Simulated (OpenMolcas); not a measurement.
## C4H11As (SMILES CC(C)(C)[AsH2]): the HOMO–LUMO gap, rung by rung

The species is C4H11As (16 atoms), meant as a singlet with charge 0. SMILES: `CC(C)(C)[AsH2]`. Geometry: relaxed at PBE0-D4/def2-TZVP. This is one conformer, not always the lowest.

Each level gives the HOMO–LUMO gap (eV). The values are calculated.

| level | kind | program | value (eV) | CPU time |
| --- | --- | --- | --- | --- |
| SVWN5/6-31G* (spherical functions) | LDA | OpenMolcas | 5.55 | 59 s |
| revPBE/6-31G* (spherical functions) | GGA | OpenMolcas | 5.74 | 84 s |
| TPSS/6-31G* (spherical functions) | meta-GGA | OpenMolcas | 5.93 | 97 s |
| r2SCAN/6-31G* (spherical functions) | meta-GGA | OpenMolcas | 6.18 | 94 s |
| B3LYP/6-31G* (spherical functions) | global hybrid | OpenMolcas | 7.22 | 76 s |
| PBE0/6-31G* (spherical functions) | global hybrid | OpenMolcas | 7.64 | 78 s |
| B3LYP/6-31G* (Cartesian functions) | global hybrid | OpenMolcas | 7.21 | 80 s |
| B2PLYP/6-31G* (spherical functions) | double hybrid | OpenMolcas | 9.77 | 45 s |

All-electron rows without a relativistic Hamiltonian named are non-relativistic. The values span 5.55 to 9.77 eV. Orbital gaps aren't excitation energies, and those of double hybrids come from the SCF part alone; they tend to grow with the share of exact exchange. Times are those of the runs behind each value, whatever else they computed, on shared processors of several kinds: orders of magnitude only.

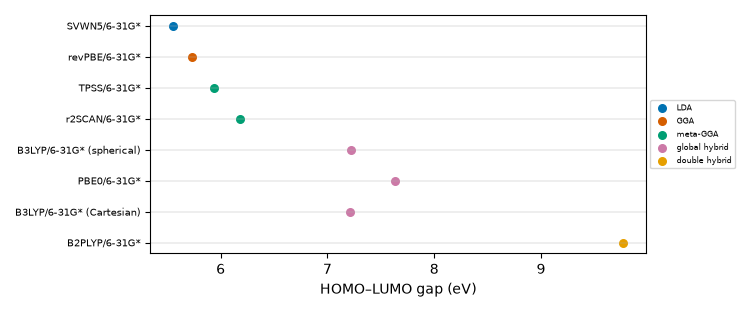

The values of the table, level by level.
